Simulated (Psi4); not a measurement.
**ZnH2O2 (SMILES [OH][Zn][OH]): a chain of runs**

We compute a geometry optimisation (singlet ZnH2O2, PBE/3-21G), then a single-point energy (doublet [ZnH2O2]+, UPBE/3-21G), then a structure relaxation (doublet [ZnH2O2]+, UPBE/3-21G), then the energy (singlet ZnH2O2, PBE/3-21G) of H2O2Zn. 

The results are computed with Psi4 1.11.

## 1. The structure to begin with

The species is ZnH2O2 (5 atoms), meant as a singlet with charge 0. As SMILES, `[OH][Zn][OH]`. All atoms were displaced at random from a relaxed shape. The run starts from this shape.

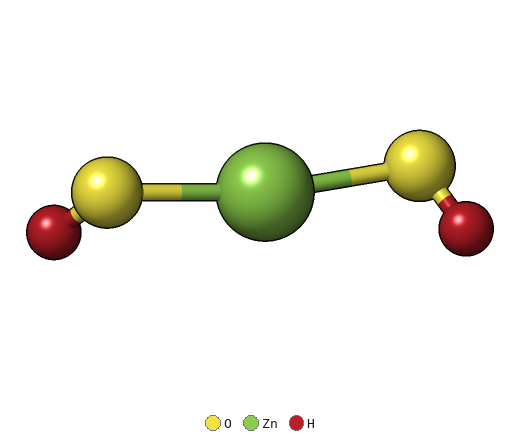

Viewed from a chosen angle; oxygen yellow, zinc green, hydrogen red.

## 2. A structure relaxation at PBE/3-21G (density fitting) (run 1)

Contents of input.inp:

```
memory 1600 MB

molecule {
  O     -0.749180    -0.321952    -1.587495
  Zn    -0.010543    -0.123899    -0.003997
  O      0.858023    -0.171120     1.543817
  H     -1.512882     0.104643    -1.621679
  H      1.401444     0.527255     1.720802
}

set {
  basis     3-21G
  reference rks
}

optimize('pbe')
print_variables()
```

Command:

```console
$ psi4 input.inp input.out -n 1
```

input.out:

```text
[...]
  Running in c1 symmetry.
[...]
  Nuclear repulsion =  179.118443462228214
[...]
  Multiplicity = 1
[...]
  Nalpha       = 24
  Nbeta        = 24
[...]
    Number of basis functions: 51
[...]
   @DF-RKS iter   1: -1918.71018514784805   -4.14075e-01   7.45317e-02 ADIIS/DIIS
[...]
   @DF-RKS iter   8: -1921.14567807855906    5.68434e-12   2.55743e-09 DIIS
[...]
    Orbital Energies [Eh]
    ---------------------
    Doubly Occupied:
       1A   -343.601206     2A    -41.489350     3A    -36.469699
       4A    -36.461432     5A    -36.459909     6A    -18.642177
       7A    -18.641709     8A     -4.574564     9A     -2.993172
      10A     -2.977002    11A     -2.973779    12A     -0.869602
      13A     -0.858033    14A     -0.454204    15A     -0.423695
      16A     -0.328777    17A     -0.319371    18A     -0.290174
      19A     -0.285967    20A     -0.283986    21A     -0.244253
      22A     -0.240930    23A     -0.226712    24A     -0.188116
[...]
  @DF-RKS Final Energy: -1921.14567807855906
   => Energetics <=
    Nuclear Repulsion Energy =            183.7941800297157897
    One-Electron Energy =               -3047.1285417853437139
    Two-Electron Energy =                1030.6684268344081374
    DFT Exchange-Correlation Energy =     -88.4797431573393709
    Empirical Dispersion Energy =           0.0000000000000000
    VV10 Nonlocal Energy =                  0.0000000000000000
    Total Energy =                      -1921.1456780785590581
[...]
 Multipole Moments:
 ------------------------------------------------------------------------------------
     Multipole            Electronic (a.u.)      Nuclear  (a.u.)        Total (a.u.)
 ------------------------------------------------------------------------------------
 L = 1.  Multiply by 2.5417464519 to convert [e a0] to [Debye]
 Dipole X            :         -0.2230170           -0.0544348           -0.2774517
 Dipole Y            :          0.9033875            0.2356030            1.1389905
 Dipole Z            :          0.0784793            0.0184421            0.0969214
 Magnitude           :                                                    1.1762962
[...]
  -Total Gradient:
     Atom            X                  Y                   Z
    ------   -----------------  -----------------  -----------------
       1        0.000167343087    -0.000087381014     0.000077133359
       2       -0.000027093822     0.000007165642     0.000016175207
       3       -0.000009281680     0.000120899910     0.000011419167
       4       -0.000160765898     0.000143502823    -0.000091557405
       5       -0.000004590316    -0.000041998423    -0.000001222750
[...]
    Final optimized geometry and variables:
    Molecular point group: c1
    Full point group: C1
    Geometry (in Angstrom), charge = 0, multiplicity = 1:
    O           -0.827859410464    -0.360593371105    -1.409462279507
    ZN          -0.029253864027     0.118793030466     0.010235208913
    O            0.955781997552    -0.159848706673     1.364745870136
    H           -1.559174511112     0.161570366856    -1.834900351146
    H            1.384604099510     0.562851095863     1.895334478058
  Variable Map:
  ----------------------------------------------------------------------------
  "CURRENT ENERGY"              =>   -1921.145678078559
  "CURRENT REFERENCE ENERGY"    =>   -1921.145678078559
  "DD SOLVATION ENERGY"         =>       0.000000000000
[...]
```

Standard output:

```text
Optimizer: Optimization complete!
```

It took 34 s on 1 thread of AMD EPYC 7B13 (Zen 3), shared host; peak memory 0.38 GiB.

The path in brief:

| step | energy from the first frame kept (eV) | largest force (eV/Å) |
| --- | --- | --- |
| 0 | 0.0000 | 8.6577 |
| 1 | -0.7859 | 1.2768 |
| 2 | -0.8204 | 0.3553 |
| 3 | -0.8345 | 0.2074 |
| 4 | -0.8617 | 0.2002 |
| 5 | -0.8670 | 0.1591 |
| 6 | -0.8687 | 0.0433 |
| 7 | -0.8698 | 0.0585 |
| 8 | -0.8705 | 0.0616 |
| 9 | -0.8707 | 0.0209 |
| 10 | -0.8707 | 0.0099 |
| 11 | -0.8707 | 0.0120 |

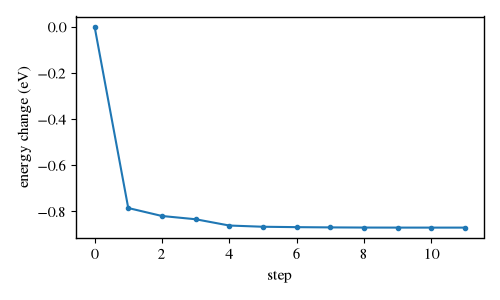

Energy along the run.

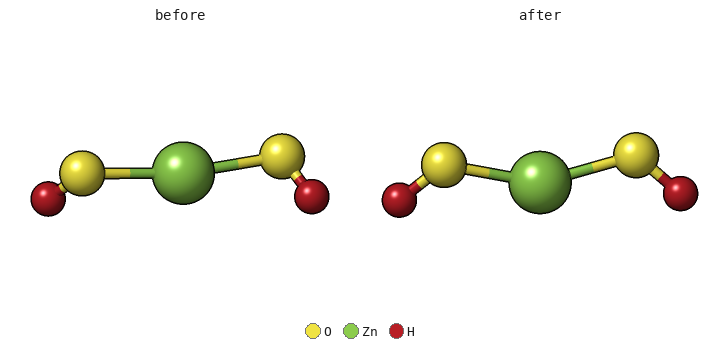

Before and after, at one scale.

After the run. Bond lengths: O1–Zn2 1.698 Å, Zn2–O3 1.698 Å, O1–H4 0.994 Å, O3–H5 0.994 Å. Angles: O1–Zn2–O3 153.3°, Zn2–O1–H4 123.7°, Zn2–O3–H5 123.8°.

## 3. The doublet cation: the energy at UPBE/3-21G (density fitting) (run 2)

Contents of job.dat:

```
memory 1600 MB

molecule m {
  1 2
  O     -1.54600762    -0.97415004    -2.67998124
  Zn    -0.03686100    -0.06824179     0.00285916
  O      1.82458727    -0.59479886     2.56251209
  H     -2.92799268     0.01259502    -3.48394255
  H      2.63494340     0.77090621     3.56517998
  units au
  symmetry c1
}

set globals {
  basis 3-21G
  reference uks
}

energy_value = energy('pbe')
print_variables()
```

Command:

```console
$ psi4 job.dat job.out -n 1
```

job.out:

```text
[...]
  Running in c1 symmetry.
[...]
  Nuclear repulsion =  183.794173819805849
[...]
  Multiplicity = 2
[...]
  Nalpha       = 24
  Nbeta        = 23
[...]
    Number of basis functions: 51
[...]
   @DF-UKS iter   1: -1918.37292826589896   -4.30089e-02   7.44766e-02 DIIS/ADIIS
[...]
   @DF-UKS iter  13: -1920.81531611068885   -1.47600e-08   8.37742e-07 DIIS
[...]
   @S^2 Observed:                7.539870993E-01
[...]
    Orbital Energies [Eh]
    ---------------------
    Alpha Occupied:
       1A   -343.925164     2A    -41.814671     3A    -36.794459
       4A    -36.788672     5A    -36.782158     6A    -18.965997
       7A    -18.965525     8A     -4.896967     9A     -3.316016
      10A     -3.302300    11A     -3.290412    12A     -1.180970
      13A     -1.168908    14A     -0.751140    15A     -0.720572
      16A     -0.651584    17A     -0.623943    18A     -0.607376
      19A     -0.603158    20A     -0.592648    21A     -0.556310
      22A     -0.530934    23A     -0.526288    24A     -0.521464
    Alpha Virtual:
      25A     -0.301250    26A     -0.208249    27A     -0.193956
[...]
  @DF-UKS Final Energy: -1920.81531611068885
   => Energetics <=
    Nuclear Repulsion Energy =            183.7941738198058488
    One-Electron Energy =               -3032.3218953960758881
    Two-Electron Energy =                1015.8059569656925305
    DFT Exchange-Correlation Energy =     -88.0935515001116300
    Empirical Dispersion Energy =           0.0000000000000000
    VV10 Nonlocal Energy =                  0.0000000000000000
    Total Energy =                      -1920.8153161106888547
[...]
 Multipole Moments:
 ------------------------------------------------------------------------------------
     Multipole            Electronic (a.u.)      Nuclear  (a.u.)        Total (a.u.)
 ------------------------------------------------------------------------------------
 L = 1.  Multiply by 2.5417464519 to convert [e a0] to [Debye]
 Dipole X            :         -0.2694416           -0.0544352           -0.3238768
 Dipole Y            :          1.0932307            0.2356027            1.3288334
 Dipole Z            :          0.0943287            0.0184410            0.1127697
 Magnitude           :                                                    1.3723743
[...]
```

Wall time 6 s (1 thread of AMD EPYC 7B13 (Zen 3), shared host); peak memory 0.34 GiB.

## 4. The doublet cation: a structure relaxation at UPBE/3-21G (density fitting) (run 3)

Contents of input.in:

```
memory 1600 MB

molecule {
  1 2
  O
  Zn 1 1.697977
  O 2 1.697832 1 153.32617
  H 1 0.99422 2 123.74248 3 163.53706
  H 3 0.993835 2 123.8427 1 163.22201
  units angstrom
  symmetry c1
}

set {
  basis     3-21G
  reference uks
}

E = optimize("pbe")
```

Command:

```console
$ psi4 -i input.in -o input.out -n 1
```

input.out:

```text
[...]
  Running in c1 symmetry.
[...]
  Nuclear repulsion =  183.794176101797007
[...]
  Multiplicity = 2
[...]
  Nalpha       = 24
  Nbeta        = 23
[...]
    Number of basis functions: 51
[...]
   @DF-UKS iter   1: -1918.37292826438352   -4.30089e-02   7.44766e-02 ADIIS/DIIS
[...]
   @DF-UKS iter   8: -1920.82069751594236   -2.04636e-12   4.76163e-09 DIIS
[...]
   @S^2 Observed:                7.540732633E-01
[...]
    Orbital Energies [Eh]
    ---------------------
    Alpha Occupied:
       1A   -343.922081     2A    -41.810734     3A    -36.790641
       4A    -36.784875     5A    -36.778233     6A    -18.955916
       7A    -18.955322     8A     -4.892732     9A     -3.311644
      10A     -3.298310    11A     -3.286054    12A     -1.165022
      13A     -1.152892    14A     -0.759588    15A     -0.717686
      16A     -0.647177    17A     -0.610063    18A     -0.601860
      19A     -0.598884    20A     -0.596394    21A     -0.552388
      22A     -0.519764    23A     -0.512240    24A     -0.506959
    Alpha Virtual:
      25A     -0.291516    26A     -0.200476    27A     -0.193288
[...]
  @DF-UKS Final Energy: -1920.82069751594236
   => Energetics <=
    Nuclear Repulsion Energy =            183.5247034543268683
    One-Electron Energy =               -3032.0861613605829916
    Two-Electron Energy =                1015.8351266450425783
    DFT Exchange-Correlation Energy =     -88.0943662547288540
    Empirical Dispersion Energy =           0.0000000000000000
    VV10 Nonlocal Energy =                  0.0000000000000000
    Total Energy =                      -1920.8206975159423564
[...]
 Multipole Moments:
 ------------------------------------------------------------------------------------
     Multipole            Electronic (a.u.)      Nuclear  (a.u.)        Total (a.u.)
 ------------------------------------------------------------------------------------
 L = 1.  Multiply by 2.5417464519 to convert [e a0] to [Debye]
 Dipole X            :         -0.0003698            0.0024476            0.0020778
 Dipole Y            :          1.0270247            0.1155460            1.1425707
 Dipole Z            :          0.2141846            0.0241050            0.2382897
 Magnitude           :                                                    1.1671565
[...]
  -Total Gradient:
     Atom            X                  Y                   Z
    ------   -----------------  -----------------  -----------------
       1        0.000002841034     0.000073391077    -0.000004118168
       2       -0.000006652323    -0.000059973002    -0.000012476807
       3       -0.000000687661     0.000066281600     0.000033247776
       4        0.000001204565     0.000057976962     0.000026127765
       5        0.000003528182     0.000063121979    -0.000000911159
[...]
    Final optimized geometry and variables:
    Molecular point group: c1
    Full point group: C1
    Geometry (in Angstrom), charge = 1, multiplicity = 2:
    O
    ZN            1    1.691943
    O             2    1.691942      1  156.440280
    H             1    1.001410      2  137.156941      3 -179.896950
    H             3    1.001409      2  137.158180      1  179.887691
    Psi4 run time: 0:00:30.38
[...]
```

On the terminal:

```text
Optimizer: Optimization complete!
```

Wall time 32 s (1 thread of AMD EPYC 7B13 (Zen 3), shared host); peak memory 0.38 GiB.

The path in brief:

| step | energy from the first frame kept (eV) | largest force (eV/Å) |
| --- | --- | --- |
| 0 | 0.0000 | 0.7775 |
| 1 | -0.1141 | 0.4352 |
| 2 | -0.1370 | 0.2474 |
| 3 | -0.1441 | 0.1007 |
| 4 | -0.1461 | 0.0192 |
| 5 | -0.1464 | 0.0074 |
| 6 | -0.1464 | 0.0038 |

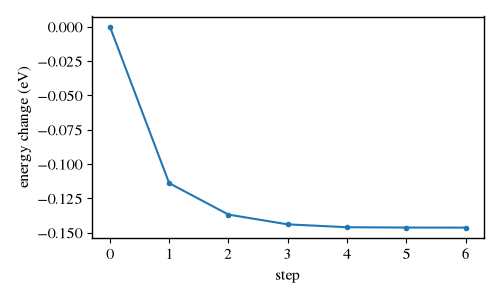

Energy along the run.

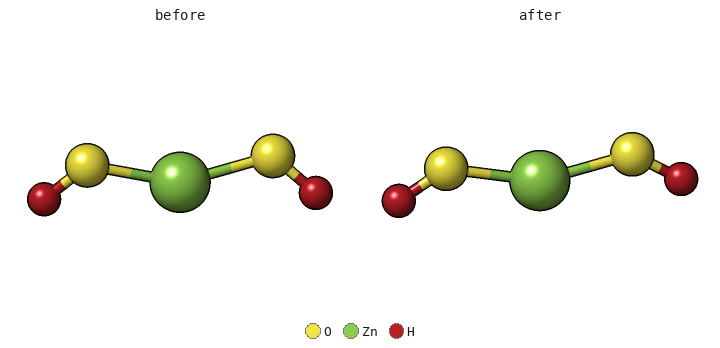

Before and after, at one scale.

After the run. Bond lengths: O1–Zn2 1.692 Å, Zn2–O3 1.692 Å, O1–H4 1.001 Å, O3–H5 1.001 Å. Angles: O1–Zn2–O3 156.4°, Zn2–O1–H4 137.2°, Zn2–O3–H5 137.2°.

## 5. A single-point energy at PBE/3-21G (density fitting) (run 4)

Contents of h2o2zn.xyz:

```xyz
5
H2O2Zn
O     -0.813659    -0.527044    -1.416779
Zn    -0.017891    -0.049361    -0.002125
O      0.952430    -0.238793     1.370923
H     -1.400559    -0.102412    -2.108197
H      1.280290     0.335133     2.123210
```

Contents of run.py:

```python
import psi4

psi4.set_memory('1600 MB')
psi4.set_num_threads(1)
psi4.core.set_output_file('run.log', False)

with open('h2o2zn.xyz') as f:
    atoms = ''.join(f.readlines()[2:])
mol = psi4.geometry('0 1\n' + atoms + '')

e, wfn = psi4.energy('pbe/3-21G', return_wfn=True)
print(f'pbe/3-21G energy: {e:.10f} Eh')
for k, v in sorted(psi4.core.scalar_variables().items()):
    print(f'{k:45s} {v:18.10f}')
```

Command:

```console
$ python run.py
```

run.log:

```text
[...]
  Running in c1 symmetry.
[...]
  Nuclear repulsion =  183.524669962772720
[...]
  Multiplicity = 1
[...]
  Nalpha       = 24
  Nbeta        = 24
[...]
    Number of basis functions: 51
[...]
   @DF-RKS iter   1: -1918.68799728341287   -3.70379e-01   7.45596e-02 DIIS/ADIIS
[...]
   @DF-RKS iter  11: -1921.14184431485342   -5.90740e-09   2.05614e-07 DIIS
[...]
    Orbital Energies [Eh]
    ---------------------
    Doubly Occupied:
       1A   -343.598456     2A    -41.485558     3A    -36.465983
       4A    -36.457878     5A    -36.456150     6A    -18.633676
       7A    -18.633084     8A     -4.570858     9A     -2.989327
      10A     -2.973556    11A     -2.970102    12A     -0.855835
      13A     -0.844315    14A     -0.463986    15A     -0.422564
      16A     -0.319156    17A     -0.311872    18A     -0.290864
      19A     -0.284988    20A     -0.282433    21A     -0.233876
      22A     -0.231748    23A     -0.211633    24A     -0.179358
[...]
  @DF-RKS Final Energy: -1921.14184431485342
   => Energetics <=
    Nuclear Repulsion Energy =            183.5246699627727196
    One-Electron Energy =               -3046.8430461201655817
    Two-Electron Energy =                1030.6566458411839449
    DFT Exchange-Correlation Energy =     -88.4801139986444980
    Empirical Dispersion Energy =           0.0000000000000000
    VV10 Nonlocal Energy =                  0.0000000000000000
    Total Energy =                      -1921.1418443148534152
[...]
 Multipole Moments:
 ------------------------------------------------------------------------------------
     Multipole            Electronic (a.u.)      Nuclear  (a.u.)        Total (a.u.)
 ------------------------------------------------------------------------------------
 L = 1.  Multiply by 2.5417464519 to convert [e a0] to [Debye]
 Dipole X            :         -0.2193831           -0.0278425           -0.2472256
 Dipole Y            :          0.8359288            0.1145828            0.9505116
 Dipole Z            :          0.0525544            0.0057996            0.0583541
 Magnitude           :                                                    0.9838689
[...]
```

Standard output:

```text
pbe/3-21G energy: -1921.1418443149 Eh
CURRENT ENERGY                                  -1921.1418443149
CURRENT REFERENCE ENERGY                        -1921.1418443149
DD SOLVATION ENERGY                                 0.0000000000
DFT FUNCTIONAL TOTAL ENERGY                     -1921.1418443149
DFT TOTAL ENERGY                                -1921.1418443149
DFT VV10 ENERGY                                     0.0000000000
DFT XC ENERGY                                     -88.4801139986
GRID ELECTRONS ALPHA                               23.9999976225
GRID ELECTRONS BETA                                23.9999976225
GRID ELECTRONS TOTAL                               47.9999952451
NUCLEAR REPULSION ENERGY                          183.5246699628
ONE-ELECTRON ENERGY                             -3046.8430461202
PCM POLARIZATION ENERGY                             0.0000000000
PE ENERGY                                           0.0000000000
SCF ITERATION ENERGY                            -1921.1418443149
SCF ITERATIONS                                     11.0000000000
SCF TOTAL ENERGY                                -1921.1418443149
TWO-ELECTRON ENERGY                              1030.6566458412
XC GRID RADIAL POINTS                              75.0000000000
XC GRID SPHERICAL POINTS                          302.0000000000
XC GRID TOTAL POINTS                           109693.0000000000
```

It took 4.2 s on 1 thread of AMD EPYC 7B13 (Zen 3), shared host; peak memory 0.33 GiB.

## 6. Outcome

| quantity | value |
| --- | --- |
| run 1, PBE/3-21G: total energy at the end | -1921.14568 Eh |
| run 1, PBE/3-21G: dipole moment | 2.99 D |
| run 1, PBE/3-21G: HOMO energy | -5.12 eV |
| run 1, PBE/3-21G: LUMO energy | -1.56 eV |
| run 1, PBE/3-21G: HOMO–LUMO gap | 3.56 eV |
| doublet cation, run 2: total energy | -1920.81532 Eh |
| doublet cation, run 2: HOMO energy (highest over α and β) | -13.80 eV |
| doublet cation, run 2: LUMO energy (lowest over α and β) | -12.92 eV |
| doublet cation, run 2: ⟨S²⟩ | 0.754 |
| doublet cation, run 3: total energy at the end | -1920.82070 Eh |
| doublet cation, run 3: HOMO energy (highest over α and β) | -13.48 eV |
| doublet cation, run 3: LUMO energy (lowest over α and β) | -12.66 eV |
| doublet cation, run 3: ⟨S²⟩ | 0.754 |
| run 4, PBE/3-21G: total energy | -1921.14184 Eh |
| run 4, PBE/3-21G: dipole moment | 2.50 D |
| run 4, PBE/3-21G: HOMO energy | -4.88 eV |
| run 4, PBE/3-21G: LUMO energy | -1.33 eV |
| run 4, PBE/3-21G: HOMO–LUMO gap | 3.55 eV |
| adiabatic ionisation energy (to the doublet cation, no zero-point term) | 8.843 eV |

The adiabatic ionisation energy (to the doublet cation, no zero-point term) is 8.84 eV (204 kcal/mol). The optimisation (run 1, PBE/3-21G) took 12 steps and changed the energy by -0.871 eV. The optimisation (doublet cation, run 3) took 7 steps and changed the energy by -0.146 eV.
